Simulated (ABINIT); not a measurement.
**BaLiF3 (Pm-3m): G0W0 in ABINIT against the bands in the self-energy**

How does the gap of BaLiF3 (Pm-3m) converge in the bands in the self-energy?

Program: ABINIT 10.8.3. Level of theory: LDA and many-body steps on it, plane waves. Results are calculated unless marked as measured.

### Step 1. The starting structure

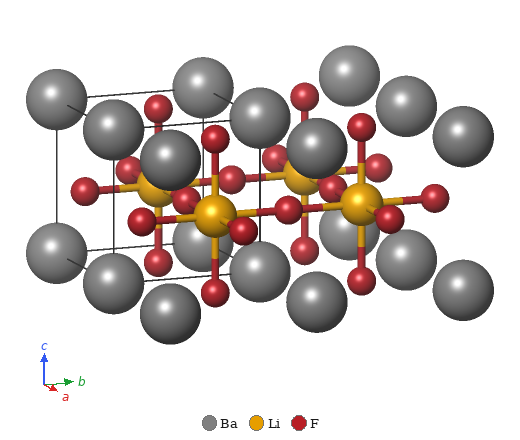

The cell as given, slightly off an axis (barium grey, lithium orange, fluorine red). 2×2×1 cells are drawn. Some periodic images of atoms are drawn too.

The cell and positions are those that the Materials Project relaxed with its own functionals (PBE, PBE+U or r2SCAN), kept fixed. Spin-orbit coupling is left out unless a step names it.

### Step 2. Screening, 2×2×2 mesh, 120 bands, screening to 176.9 eV

This step: ABINIT 10.8.3; RPA screening on LDA, plane waves, norm-conserving pseudopotentials.

The RPA dielectric matrix is built and inverted for each q.

File run.abi:

```
acell 3*1.0 Angstrom
rprim 
  3.988581640000 0.000000000000 0.000000000000
  0.000000000000 3.988581640000 0.000000000000
  0.000000000000 0.000000000000 3.988581640000
ntypat 3
znucl 56 3 9
natom 5
typat 1 2 3 3 3
xred 
  0.000000000000 0.000000000000 0.000000000000
  0.500000000000 0.500000000000 0.500000000000
  0.000000000000 0.500000000000 0.500000000000
  0.500000000000 0.500000000000 0.000000000000
  0.500000000000 0.000000000000 0.500000000000
pp_dirpath "pseudos"
pseudos "Ba.upf, Li.upf, F.upf"
ecut 36
ngkpt 2 2 2
nshiftk 1
shiftk 0 0 0
kptopt 1
chksymbreak 0
istwfk *1
occopt 1
irdwfk 1
optdriver 3
nband 120
ecuteps 6.5
inclvkb 2
awtr 1
symchi 1
indata_prefix "in"
outdata_prefix "out"
tmpdata_prefix "tmp"
```

Command:

```sh
$ OMP_NUM_THREADS=1 mpirun -n 4 abinit run.abi > log
```

The program printed:

```text
.Version 10.8.3 of ABINIT. v10.8.2 released Aug 2026.

 Symmetries : space group Pm -3 m (#221); Bravais cP (primitive cubic)
[... echo of the input left out ...]
== DATASET  1 ==================================================================
-   mpi_nproc: 4, omp_nthreads: 1 (-1 if OMP is not activated)

--- !DatasetInfo
iteration_state: {dtset: 1, }
dimensions: {natom: 5, nkpt: 4, mband: 120, nsppol: 1, nspinor: 1, nspden: 1, mpw: 4468, }
cutoff_energies: {ecut:  36.0, pawecutdg:  -1.0, }
electrons: {nelect:   3.40000000E+01, charge:   0.00000000E+00, occopt:   1.00000000E+00, tsmear:   1.00000000E-02, }

 SCREENING: Calculation of the susceptibility and dielectric matrices

 Based on a program developped by R.W. Godby, V. Olevano, G. Onida, and L. Reining.
 Incorporated in ABINIT by V. Olevano, G.-M. Rignanese, and M. Torrent.
.Using double precision arithmetic ; gwpc =  8

[... cell and pseudopotentials left out ...]
--------------------------------------------------------------------------------

 ==== K-mesh for the wavefunctions ====
 Number of points in the irreducible wedge :     4
[... list of points left out ...]
 Together with 48 symmetry operations and time-reversal symmetry
 yields     8 points in the full Brillouin Zone.

 ==== Q-mesh for the screening function ====
 Number of points in the irreducible wedge :     4
[... list of points left out ...]
 Together with 48 symmetry operations and time-reversal symmetry
 yields     8 points in the full Brillouin Zone.

 setmesh: FFT mesh size selected  =    30x   30x   30
          total number of points  =        27000

 vcoul_init : cutoff-mode = AUXILIARY_FUNCTION
 q-points for optical limit:   1
     1)      0.000010    0.000020    0.000030

- screening: taking advantage of time-reversal symmetry
- Maximum band index for partially occupied states nbvw = 17
- Remaining bands to be divided among processors   nbcw = 103
- Number of bands treated by each node ~25

 Number of electrons calculated from density =   34.0000; Expected =   34.0000
 average of density, n =  0.079401
 r_s =    1.4433
 omega_plasma =   27.1812 [eV]

 calculating chi0 at frequencies [eV] :
  1    0.000000E+00    0.000000E+00
  2    0.000000E+00    2.718123E+01

--------------------------------------------------------------------------------
  q-point number  1        q = ( 0.000000, 0.000000, 0.000000) [r.l.u.]
--------------------------------------------------------------------------------
[... chi0 elements left out ...]
 For q-point:  0.000010 0.000020 0.000030
  dielectric constant =   2.6926
  dielectric constant without local fields =   2.9264

  Average fulfillment of the sum rule on Im[epsilon] for q-point    1 :     62.79  [%]
[... wings left out ...]
  q-point number  2        q = ( 0.500000, 0.000000, 0.000000) [r.l.u.]
--------------------------------------------------------------------------------
[... chi0 elements left out ...]
  Average fulfillment of the sum rule on Im[epsilon] for q-point    2 :     69.76  [%]

 [... 2 further q-points ...]
```

It took 13 s on 4 MPI ranks of Arm Neoverse V1, shared host; peak memory 0.74 GiB.

This step gave:

```yaml
eps_infinity_with_local_fields_on_this_mesh_along_the_program_s_q_direction: 2.693
the_same_without_local_fields: 2.926
plasma_frequency: 27.18 eV
plane_waves_in_the_screening_matrix: 341
```

Local fields lower ε∞ by 8 %. On a Γ-centred mesh this coarse the value itself is usually too large, while a short band sum pulls it down.

### Step 3. 25 bands

This step: G0W0 on LDA, plane waves, norm-conserving pseudopotentials.

Edit run.abi of step 2 so:

```diff
@@ -26,8 +26,15 @@
 irdwfk 1
-optdriver 3
-nband 120
+optdriver 4
+nband 25
+gwcalctyp 0
+ecutsigx 36
+symsigma 1
+nkptgw 1
+kptgw 
+  0.0000000000 0.0000000000 0.0000000000
+bdgw 
+  15 19
 ecuteps 6.5
-inclvkb 2
-awtr 1
-symchi 1
+irdscr 1
+ppmodel 1
 indata_prefix "in"
```

The program printed:

```text
.Version 10.8.3 of ABINIT. v10.8.2 released Aug 2026.

 Symmetries : space group Pm -3 m (#221); Bravais cP (primitive cubic)
[... echo of the input left out ...]
== DATASET  1 ==================================================================
-   mpi_nproc: 4, omp_nthreads: 1 (-1 if OMP is not activated)

--- !DatasetInfo
iteration_state: {dtset: 1, }
dimensions: {natom: 5, nkpt: 4, mband: 25, nsppol: 1, nspinor: 1, nspden: 1, mpw: 4468, }
cutoff_energies: {ecut:  36.0, pawecutdg:  -1.0, }
electrons: {nelect:   3.40000000E+01, charge:   0.00000000E+00, occopt:   1.00000000E+00, tsmear:   1.00000000E-02, }

 SIGMA: Calculation of the GW corrections

 Based on a program developped by R.W. Godby, V. Olevano, G. Onida, and L. Reining.
 Incorporated in ABINIT by V. Olevano, G.-M. Rignanese, and M. Torrent.
.Using double precision arithmetic ; gwpc =  8

[... cell and pseudopotentials left out ...]
--------------------------------------------------------------------------------

 ==== K-mesh for the wavefunctions ====
 Number of points in the irreducible wedge :     4
[... list of points left out ...]
 Together with 48 symmetry operations and time-reversal symmetry
 yields     8 points in the full Brillouin Zone.

 ==== Q-mesh for screening function ====
 Number of points in the irreducible wedge :     4
[... list of points left out ...]
 Together with 48 symmetry operations and time-reversal symmetry
 yields     8 points in the full Brillouin Zone.

 vcoul_init : cutoff-mode = AUXILIARY_FUNCTION
 q-points for optical limit:   1
     1)      0.000010    0.000020    0.000030
 setmesh: FFT mesh size selected  =    45x   45x   45
          total number of points  =        91125

 Number of electrons calculated from density =   34.0000; Expected =   34.0000
 average of density, n =  0.079401
 r_s =    1.4433
 omega_plasma =   27.1812 [eV]

 === KS Band Gaps ===
  >>>> For spin  1
   Minimum direct gap =   6.5504 [eV], located at k-point      :   0.0000  0.0000  0.0000
   Fundamental gap    =   6.5504 [eV], Top of valence bands at :   0.0000  0.0000  0.0000
                                       Bottom of conduction at :   0.0000  0.0000  0.0000
 SIGMA fundamental parameters:
 PLASMON POLE MODEL  1
 number of plane-waves for SigmaX                 4385
 number of plane-waves for SigmaC and W            341
 number of plane-waves for wavefunctions          4385
 number of bands                                    25
 number of independent spin polarizations            1
 number of spinorial components                      1
 number of k-points in IBZ                           4
 number of q-points in IBZ                           4
 number of symmetry operations                      48
 number of k-points in BZ                            8
 number of q-points in BZ                            8
 number of frequencies for dSigma/dE                 9
 frequency step for dSigma/dE [eV]                0.25
 number of omega for Sigma on real axis              0
 max omega for Sigma on real axis  [eV]           0.00
 zcut for avoiding poles [eV]                     0.10

 EPSILON^-1 parameters (SCR file):
 dimension of the eps^-1 matrix on file            341
 dimension of the eps^-1 matrix used               341
 number of plane-waves for wavefunctions          4385
 number of bands                                   120
 number of q-points in IBZ                           4
 number of frequencies                               2
 number of real frequencies                          1
 number of imag frequencies                          1

 matrix elements of self-energy operator (all in [eV])

 Perturbative Calculation

--- !SelfEnergy_ee
iteration_state: {dtset: 1, }
kpoint     : [   0.000,    0.000,    0.000, ]
spin       : 1
KS_gap     :    6.550
QP_gap     :   10.221
Delta_QP_KS:    3.671
data: !SigmaeeData |
     Band     E0 <VxcDFT>   SigX SigC(E0)      Z dSigC/dE  Sig(E)    E-E0       E
       15   1.789 -22.500 -29.824   6.355   0.813  -0.230 -23.287  -0.788   1.002
       16   1.789 -22.500 -29.824   6.355   0.813  -0.230 -23.287  -0.788   1.002
       17   1.789 -22.500 -29.824   6.355   0.813  -0.230 -23.287  -0.788   1.002
       18   8.340 -10.222  -4.967  -2.041   0.897  -0.115  -7.339   2.883  11.223
       19   8.340 -10.222  -4.967  -2.041   0.897  -0.115  -7.339   2.883  11.223

== END DATASET(S) ==============================================================
================================================================================

 -outvars: echo values of variables after computation  --------
           etotal      0.0000000000E+00
            nband          25
             nkpt           4
          spgroup         221
 [... the other variables as echoed above ...]

 Calculation completed.
```

The job ended after 4 s (4 MPI ranks; peak memory 0.68 GiB).

Numbers from this step:

- G0W0 gap on the points computed: 10.22 eV
- starting gap on the mesh: 6.550 eV
- k of the valence top: 0, 0, 0
- k of the conduction bottom: 0, 0, 0
- Z at the valence top: 0.813
- Z at the conduction bottom: 0.897
- least direct G0W0 gap on the computed points: 10.22 eV

### Step 4. 26 bands

Edit run.abi of step 3 so:

```diff
@@ -27,3 +27,3 @@
 optdriver 4
-nband 25
+nband 26
 gwcalctyp 0
```

The program printed:

```text
.Version 10.8.3 of ABINIT. v10.8.2 released Aug 2026.

 Symmetries : space group Pm -3 m (#221); Bravais cP (primitive cubic)
[... echo of the input left out ...]
== DATASET  1 ==================================================================
-   mpi_nproc: 4, omp_nthreads: 1 (-1 if OMP is not activated)

--- !DatasetInfo
iteration_state: {dtset: 1, }
dimensions: {natom: 5, nkpt: 4, mband: 26, nsppol: 1, nspinor: 1, nspden: 1, mpw: 4468, }
cutoff_energies: {ecut:  36.0, pawecutdg:  -1.0, }
electrons: {nelect:   3.40000000E+01, charge:   0.00000000E+00, occopt:   1.00000000E+00, tsmear:   1.00000000E-02, }

 SIGMA: Calculation of the GW corrections

 Based on a program developped by R.W. Godby, V. Olevano, G. Onida, and L. Reining.
 Incorporated in ABINIT by V. Olevano, G.-M. Rignanese, and M. Torrent.
.Using double precision arithmetic ; gwpc =  8

[... cell and pseudopotentials left out ...]
--------------------------------------------------------------------------------

 ==== K-mesh for the wavefunctions ====
 Number of points in the irreducible wedge :     4
[... list of points left out ...]
 Together with 48 symmetry operations and time-reversal symmetry
 yields     8 points in the full Brillouin Zone.

 ==== Q-mesh for screening function ====
 Number of points in the irreducible wedge :     4
[... list of points left out ...]
 Together with 48 symmetry operations and time-reversal symmetry
 yields     8 points in the full Brillouin Zone.

 vcoul_init : cutoff-mode = AUXILIARY_FUNCTION
 q-points for optical limit:   1
     1)      0.000010    0.000020    0.000030
 setmesh: FFT mesh size selected  =    45x   45x   45
          total number of points  =        91125

 Number of electrons calculated from density =   34.0000; Expected =   34.0000
[...]
number of q-points in IBZ                           4
 number of symmetry operations                      48
 number of k-points in BZ                            8
 number of q-points in BZ                            8
 number of frequencies for dSigma/dE                 9
 frequency step for dSigma/dE [eV]                0.25
 number of omega for Sigma on real axis              0
 max omega for Sigma on real axis  [eV]           0.00
 zcut for avoiding poles [eV]                     0.10

 EPSILON^-1 parameters (SCR file):
 dimension of the eps^-1 matrix on file            341
 dimension of the eps^-1 matrix used               341
 number of plane-waves for wavefunctions          4385
 number of bands                                   120
 number of q-points in IBZ                           4
 number of frequencies                               2
 number of real frequencies                          1
 number of imag frequencies                          1

 matrix elements of self-energy operator (all in [eV])

 Perturbative Calculation

--- !SelfEnergy_ee
iteration_state: {dtset: 1, }
kpoint     : [   0.000,    0.000,    0.000, ]
spin       : 1
KS_gap     :    6.550
QP_gap     :   10.212
Delta_QP_KS:    3.661
data: !SigmaeeData |
     Band     E0 <VxcDFT>   SigX SigC(E0)      Z dSigC/dE  Sig(E)    E-E0       E
       15   1.789 -22.500 -29.824   6.314   0.812  -0.231 -23.320  -0.820   0.969
       16   1.789 -22.500 -29.824   6.314   0.812  -0.231 -23.320  -0.820   0.969
       17   1.789 -22.500 -29.824   6.314   0.812  -0.231 -23.320  -0.820   0.969
       18   8.340 -10.222  -4.967  -2.086   0.896  -0.116  -7.381   2.841  11.181
       19   8.340 -10.222  -4.967  -2.086   0.896  -0.116  -7.381   2.841  11.181

== END DATASET(S) ==============================================================
================================================================================

 -outvars: echo values of variables after computation  --------
           etotal      0.0000000000E+00
            nband          26
             nkpt           4
          spgroup         221
 [... the other variables as echoed above ...]

 Calculation completed.
```

Elapsed: 4 s, on 4 MPI ranks; peak memory 0.68 GiB.

Numbers from this step:

```
G0W0 gap on the points computed              : 10.21 eV
starting gap on the mesh                     : 6.550 eV
k of the valence top                         : 0, 0, 0
k of the conduction bottom                   : 0, 0, 0
Z at the valence top                         : 0.812
Z at the conduction bottom                   : 0.896
least direct G0W0 gap on the computed points : 10.21 eV
```

(Part 1 of 2 ends here.)

[Paths, hosts, dates, memory and timing lines, banners, echoed tables and standing remarks are left out of the program output.]

[Logs are printed without paths, hosts, clocks, repeated set-up lines and the standing remarks that a program may print on its own settings, such as how far it seeks lower states.]

[Runs of the session that timed out or met a known fault of the program may be left out.]

[Hosts, paths, dates, database ids (printed as entryN), source tags and the programs' standing remarks are cut or masked in the printed files.]

[G0W0 gaps are taken among the corrected bands and points alone; a level outside them can change the order at an edge.]

[Where Ansatz stands beside ABINIT at settings called matched, ABINIT's density can come from a denser mesh and the files from another edition; pairs whose starting gaps differed by over 0.03 eV were left out, so agreement reads better than it is.]
